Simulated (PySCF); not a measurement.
C2H6F3NSi (charge +1, doublet)

```xyz
13

C     1.7185   -0.0128   -0.0572
Si    0.0570   -0.4992    0.6962
N    -0.9033   -1.5649   -0.2155
C    -0.9588    1.3315    0.1318
F    -0.3239    2.3273    0.6979
F    -2.1856    1.2316    0.5762
F    -0.9280    1.4285   -1.1751
H     2.4394   -0.8145    0.1031
H     1.6472    0.1623   -1.1331
H     2.1229    0.8907    0.4020
H    -0.2810   -0.5702    2.1062
H    -0.7797   -1.7554   -1.2033
H    -1.6291   -2.1544    0.1745
```

Geometry: GFN2-xTB.

Computed with UKS B3LYP, pcH-1 on C F H N Si, non-relativistic, mean-field spin-orbit, GIAO in PySCF 2.14.0, density-fitted response routines.

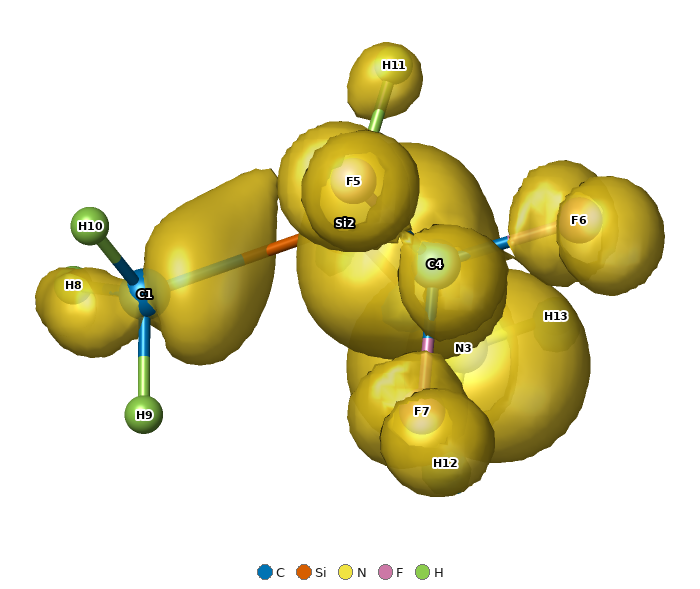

Figure 1. Isosurfaces of the spin density at +0.015 (yellow) and −0.015 e/Å³ (cyan), seen from one side.

Q: Where is the unpaired spin?

A: The unpaired spin (1 electron) lies mostly on N3 (about 0.3), C4 (about 0.3), F5 (about 0.1), F6 (about 0.1), F7 (about 0.1) and Si2 (about 0.1), in electrons by Hirshfeld's partition.

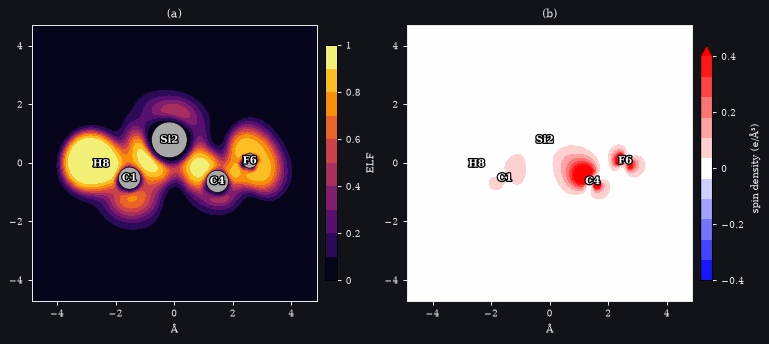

Figure 2. (a) electron localisation function; (b) spin density on the plane of atoms Si2, C1 and H8. Grey discs cover the atomic cores in the ELF map.

Q: Describe what can be read from this map.

A: The plane passes through C, Si, F and H nuclei. C–F (1.31 Å): the ELF peaks at about 0.85 between the atoms; a polar covalent bond. C–Si (1.89 Å): the ELF peaks at about 0.95 between the atoms: a shared electron pair. C–H (1.09 Å): the ELF climbs to about 1 towards the hydrogen, as it does in any bond to H (a covalent bond by its length). The ELF also peaks beside F6, away from the bonds: non-bonding electrons, paired or unpaired.
